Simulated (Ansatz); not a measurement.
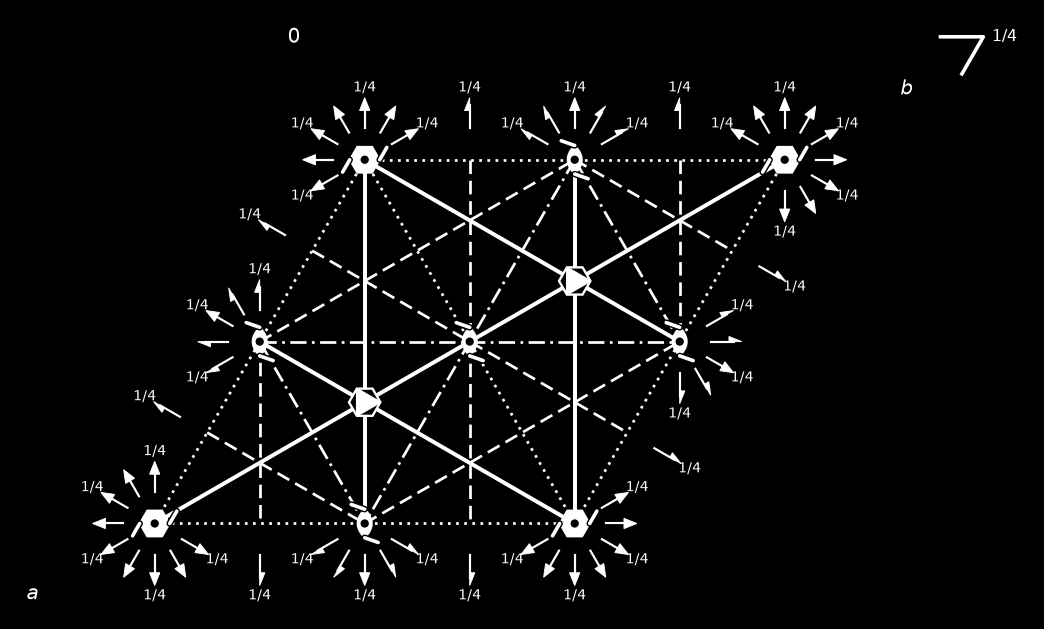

Symmetry elements of a space group, projected down c, computed from the operations of a computed or model structure of composition HO2, which need not be its known form.

Graphical symbols as in the International Tables (origin upper left, heights as fractions; handed screw axes are marked by their printed symbols).

### Give the Hermann–Mauguin symbol and number.

No. 194, P6₃/mmc; primitive hexagonal, point group 6/mmm, 24 general positions a cell.

### List the elements shown.

−6 axes along c at (1/3, 2/3), (2/3, 1/3); 6₃ axes along c at (0, 0); 2₁ axes along c at (0, 1/2), (1/2, 0), (1/2, 1/2); inversion centres at (0, 0), (0, 1/2), (1/2, 0), (1/2, 1/2); mirror planes holding c and [1 2 0] or [2 1 0] or [−1 1 0]; in-plane glide planes holding c and [1 2 0] or [2 1 0] or [−1 1 0]; c glide planes normal to a*, at x = 0; n glide planes normal to a*, at x = 1/2; c glide planes normal to b*, at y = 0; n glide planes normal to b*, at y = 1/2; c glide planes holding c and [1 1 0]; diagonal glide planes holding c and [1 1 0]; a mirror plane normal to c at height 1/4; 2 axes along [1 1 0] at height 0; 2 axes along [1 2 0] at height 1/4; 2 axes along [2 1 0] at height 1/4; 2 axes along [−1 1 0] at height 1/4; 2 axes along a at height 0; 2 axes along b at height 0; 2₁ axes along [1 1 0] at height 0; 2₁ axes along [1 2 0] at height 1/4; 2₁ axes along [2 1 0] at height 1/4; 2₁ axes along [−1 1 0] at height 1/4; 2₁ axes along a at height 0; 2₁ axes along b at height 0. Heights repeat every half period; positions are (a, b) fractions, modulo 1.

### Write the general positions (in any order).

x, y, z
−x, −y, −z
x−y, x, z+1/2
−x+y, −x, −z+1/2
−y, x−y, z
y, −x+y, −z
−x, −y, z+1/2
x, y, −z+1/2
−x+y, −x, z
x−y, x, −z
y, −x+y, z+1/2
−y, x−y, −z+1/2
−y, −x, −z+1/2
y, x, z+1/2
−x, −x+y, −z
x, x−y, z
−x+y, y, −z+1/2
x−y, −y, z+1/2
y, x, −z
−y, −x, z
x, x−y, −z+1/2
−x, −x+y, z+1/2
x−y, −y, −z
−x+y, y, z
